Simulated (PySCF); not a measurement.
# C4H12GeSi: what the fields show

Input

```
{"job": {"kind": "uv", "xc": "B3LYP", "basis": "def2-SVPD", "ip": true}, "charge": 0, "multiplicity": 1}
C      2.827138    -0.681034    -0.764918
C      1.887404    -0.011243    -0.096869
C      0.616615    -0.607379     0.425262
C     -0.658818    -0.044930    -0.232561
Si    -2.204124    -0.954553     0.358870
Ge    -0.880741     1.899772     0.014987
H      3.733094    -0.188560    -1.127612
H      2.726152    -1.752408    -0.970012
H      2.033820     1.062056     0.082669
H      0.562045    -0.438255     1.517176
H      0.654213    -1.702232     0.287646
H     -0.602784    -0.201964    -1.325437
H     -2.029871    -2.432717     0.192867
H     -3.403504    -0.518500    -0.419162
H     -2.447717    -0.674619     1.809423
H     -2.311059     2.316013    -0.378036
H      0.116739     2.697082    -0.846583
H     -0.644986     2.244951     1.499373
```

Command:

```sh
OMP_NUM_THREADS=1 python probes_run.py task.json out
```

Geometry: PBE0-D3(BJ)/def2-SVP.

Computed with B3LYP/def2-SVPD, SCF density, gas phase (PySCF 2.14.0).

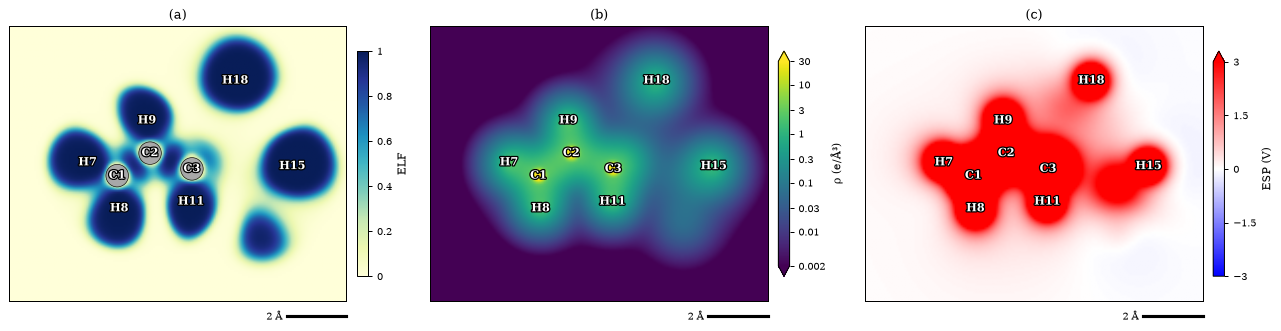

Figure 1. (a) electron localisation function; (b) electron density; (c) electrostatic potential on the plane of atoms H7, C1 and H8. Grey discs cover the atomic cores in the ELF map.

What do the fields say about this system?

Answer.
- Atoms in the plane: C and H.
- C–C (1.33 Å): ρ at the midpoint is about 2.3 e/Å³; the ELF peaks at about 0.95 between the atoms; a multiple bond.
- C–H (1.09 Å): ρ is about 2 e/Å³ halfway; the ELF climbs to about 1 towards the hydrogen, as it does in any bond to H (a covalent bond by its length).
- C–C (1.50 Å): ρ is about 1.7 e/Å³ halfway; the ELF peaks at about 0.95 between the atoms: localised, covalent bonding.
- The potential has no marked negative region in this plane.

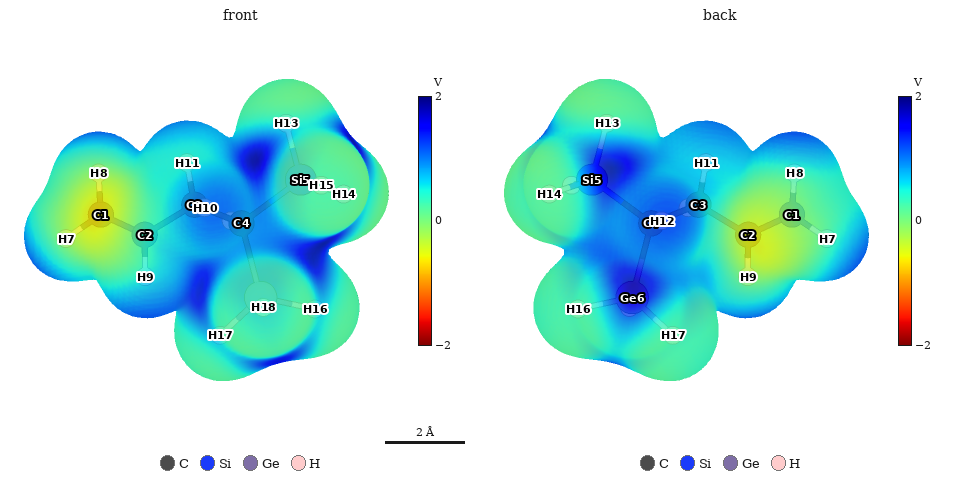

Figure 2. The electrostatic potential painted on the density surface at 0.004 e/bohr³, seen from the front and from behind; the colour scale runs from red (negative) to blue (positive).

Where is the surface potential most negative and most positive?

Answer. The most negative region (about −0.6 V) lies over the π face of C1 and C2, the most positive (about +1.8 V) over Si5 and Ge6.

How polar is the molecule by this calculation?

Answer. Its dipole moment is 0.62 D.
